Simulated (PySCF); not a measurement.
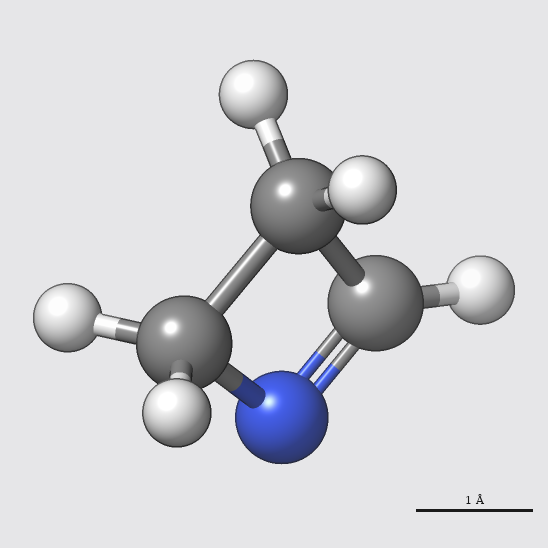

The picture shows a molecular structure as a ball-and-stick model. Colours: carbon grey, nitrogen blue, hydrogen white.

The computed structure is the end point of a PBE0-D3(BJ)/def2-TZVP optimisation. No frequency run is at hand to confirm it as a minimum.

> Count the atoms of each element.

C3H5N, 9 atoms: 3 carbon, 5 hydrogen and 1 nitrogen.

> Name functional groups in it.

Among them: imine.

> How many atoms are distinct by symmetry?

7: 1 C, 1 N, 1 C, 1 C, 1 H, 2 H, 2 H.

> Give a SMILES string for it.

C1=NCC1

More results for the same structure follow; atom numbers are the same in all pictures, views and colours differ.

### Electronic properties

No frequency run is at hand to confirm it as a minimum. Method: PBE0/pcSseg-2, gas phase (PySCF 2.14.0).

> What is the LUMO energy (Kohn–Sham orbital)?

−0.16 eV.

> Estimate the HOMO energy (Kohn–Sham orbital).

−7.50 eV.

> What is the dipole moment?

2.43 D.

### NMR shielding

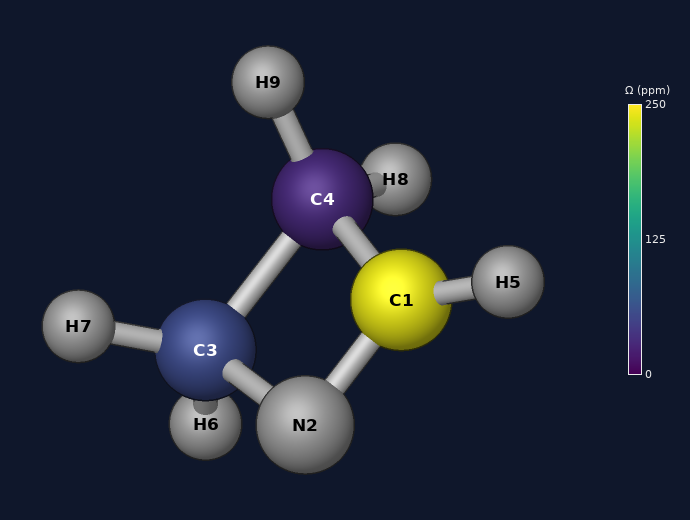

The C atoms are coloured by the span of their shielding tensor. No frequency run is at hand to confirm it as a minimum. Properties computed with GIAO B97-2/pcSseg-2 NMR shielding, non-relativistic, gas phase (PySCF 2.14.0). Principal shieldings σ11 ≤ σ22 ≤ σ33, span Ω = σ33 − σ11, skew κ = 3(σiso − σ22)/Ω.

> Which C atom has the most anisotropic shielding?

C1, with a span of 241 ppm.

Give the shielding tensors of the C atoms.

```
atom     σ11    σ22    σ33   σiso      Ω      κ
  C1  −128.0   −6.7  113.1   −7.2  241.1  −0.01
  C3    98.2  116.8  155.3  123.4   57.1   0.35
  C4   136.5  139.4  166.2  147.4   29.7   0.81
```

Shieldings and span in ppm.

### Quadrupole coupling

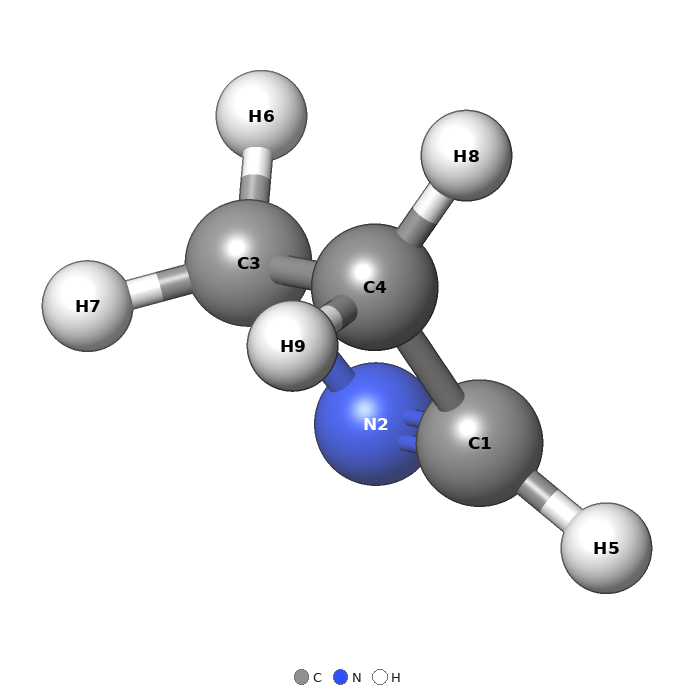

No frequency run is at hand to confirm it as a minimum. Electric field gradients from the ground-state density, PBE0/pcSseg-2 (PySCF 2.14.0), non-relativistic apart from any core potentials.

Give the largest field-gradient component, the quadrupole coupling constant and the asymmetry for 14N at N2 (Q = 20.44 mb), 2H at H5 (Q = 2.86 mb), 2H at H6 (Q = 2.86 mb).

| atom | V_zz (a.u.) | e²qQ/h (MHz) | η |
| --- | --- | --- | --- |
| N2 | −1.027 | −4.93 | 0.49 |
| H5 | 0.282 | 0.190 | 0.03 |
| H6 | 0.281 | 0.189 | 0.02 |
